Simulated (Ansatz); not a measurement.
Ca3SnH2 (space group Cmcm)

```cif
data_H8Ca12Sn4
_chemical_formula_sum 'Ca12 Sn4 H8'
_space_group_name_H-M_alt 'Cmcm'
_space_group_IT_number 63
_space_group_name_Hall '-C 2c 2'
_cell_length_a 8.84845
_cell_length_b 11.36197
_cell_length_c 5.23539
_cell_angle_alpha 90.000
_cell_angle_beta 90.000
_cell_angle_gamma 90.000
loop_
_atom_site_label
_atom_site_type_symbol
_atom_site_symmetry_multiplicity
_atom_site_Wyckoff_symbol
_atom_site_fract_x
_atom_site_fract_y
_atom_site_fract_z
_atom_site_occupancy
Ca1 Ca 4 c 0.00000 0.10936 0.25000 1
Ca2 Ca 8 g 0.20284 0.38906 0.25000 1
Sn1 Sn 4 c 0.00000 0.69317 0.25000 1
H1 H 8 e 0.15161 0.00000 0.00000 1
```
(The calculation used a cell of 12 atoms; values per cell refer to that cell.)

E(V) scan at fixed shape, V₀ the volume above. The atoms relax within the cell's symmetry.

These are r2SCAN (plane waves to 500 eV, PAW, scalar-relativistic; Ansatz, a quantum-chemistry and plane-wave program) values and carry that method's errors. k mesh 4×4×5 (Γ-centred), Fermi-Dirac smearing 0.05 eV. Energies are smeared free energies. With the shape held, the modulus is that of even scaling; a crystal free to change shape is softer. Ca3SnH2 was relaxed with its symmetry unable to fall. ΔE is measured from the relaxed starting cell.

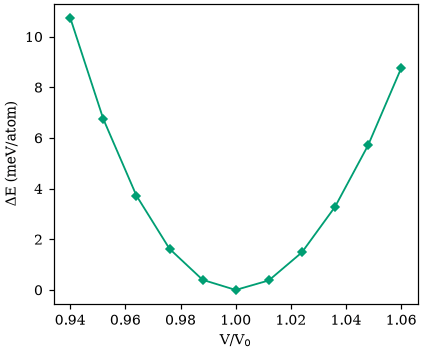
*ΔE (meV/atom) against V/V₀; computed points joined by lines.*

Problem. What is ΔE at V/V₀ = 0.940?

Solution. About 11 meV/atom.

Problem. What bulk modulus at fixed cell shape B₀ follows from a third-order Birch-Murnaghan fit?

Solution. About 39 GPa.

Problem. What is ΔE at V/V₀ = 1.060?

Solution. About 8.8 meV/atom.

(A scan under strain: stresses follow from slopes of the energy per volume, elastic moduli from its curvatures.)
